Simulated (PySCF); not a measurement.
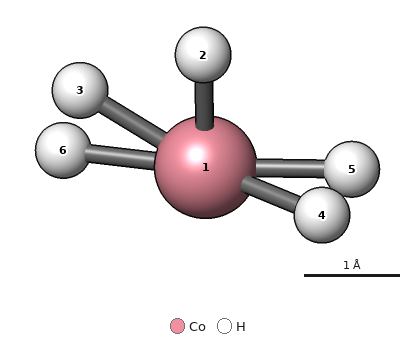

**Figure 1.** The structure as given in the input (ball-and-stick view, seen at a tilt; atoms are numbered from 1 in the order of the input). Sticks mark near contacts.

CoH₅: frequency calculation

CoH₅, computed with RKS-based PBE0, Co def2-TZVP, H def2-TZVP; non-relativistic Hamiltonian; density fitting (PySCF 2.14.0).

Input file
```python
from pyscf import gto, scf, dft
mol = gto.M(atom='''
Co    -0.007461    -0.003395    -0.030417
H      0.309517     0.181771     1.374924
H      1.101235    -0.933758     0.523954
H     -0.714368     1.367130    -0.024067
H     -1.322357     0.771108     0.191598
H      1.062274    -1.187734    -0.287784''',
    basis={'Co': 'def2-TZVP', 'H': 'def2-TZVP'},
    charge=0, spin=0)
mf = dft.RKS(mol, xc='PBE0')
mf.grids.atom_grid = (75, 302)
aux = {'Co': 'def2-universal-JKFIT', 'H': 'def2-universal-JKFIT'}
mf = mf.density_fit(auxbasis=aux)
mf.conv_tol = 1e-09
mf.diis_space = 10
mf.max_cycle = 60
mf.verbose = 4
mf.kernel()
```

The script is an equivalent of the set-up of the self-consistent field. The run itself was carried out by a driver, which started from the orbitals of the step before it where there was one and computed the further properties.

Run on 2 threads of Arm Neoverse N1, 54 GiB of memory available, shared host.

Launched with:
```bash
OMP_NUM_THREADS=2 python axn.py task.json out
```

Log
```
init E= -1385.40967303602
  HOMO = -0.193278201007682  LUMO = -0.0552211363221238  gap/eV = 3.75672
cycle= 1 E= -1385.40967303451  delta_E= 1.51e-09  |g|= 0.000124  |ddm|= 5.19e-05
  HOMO = -0.193317989338367  LUMO = -0.0552409231260658  gap/eV = 3.75727
cycle= 2 E= -1385.40967299274  delta_E= 4.18e-08  |g|= 0.000651  |ddm|= 0.000267
  HOMO = -0.193284635559832  LUMO = -0.0552243096082581  gap/eV = 3.75681
cycle= 3 E= -1385.40967303607  delta_E= -4.33e-08  |g|= 5.56e-07  |ddm|= 0.000224
  HOMO = -0.193284646736293  LUMO = -0.0552243058722937  gap/eV = 3.75681
cycle= 4 E= -1385.40967303608  delta_E= -8.19e-12  |g|= 3.88e-07  |ddm|= 1.24e-06
  HOMO = -0.193284738028107  LUMO = -0.0552243394735905  gap/eV = 3.75681
Extra cycle  E= -1385.40967303608  delta_E= 4.55e-13  |g|= 1.05e-06  |ddm|= 1.08e-06
converged SCF energy = -1385.40967303608
```

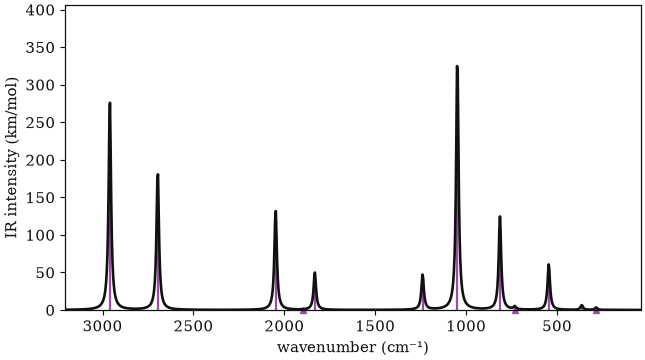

**Figure 2.** Harmonic infrared spectrum, unscaled: sticks (degenerate modes added up, dark ones marked on the axis) with a Lorentzian envelope of 16 cm⁻¹ full width, scaled to the tallest stick. 12 modes from 285 to 2960 cm⁻¹, none imaginary. The strongest line is at 1048 cm⁻¹ (325 km/mol). All modes, in cm⁻¹ (km/mol): 285 (3.1), 364 (6.2), 546 (59), 733 (3.8), 814 (120), 1048 (325), 1240 (45), 1832 (48), 1900 (0.0), 2048 (129), 2697 (180), 2960 (268).

Summary

```json
{"quantity": "outcome", "value": "converged"}
{"quantity": "total energy", "value": "−1385.409673 hartree"}
{"quantity": "HOMO", "value": "−5.26 eV"}
{"quantity": "LUMO", "value": "−1.50 eV"}
{"quantity": "zero-point energy", "value": "0.037512 hartree"}
{"quantity": "dipole moment", "value": "1.60 D"}
{"quantity": "wavenumbers, lowest and highest", "value": "285 and 2960 cm⁻¹"}
{"quantity": "wall time", "value": "93 s (CPU time 2.5 min)"}
{"quantity": "peak memory", "value": "1.2 GiB"}
```
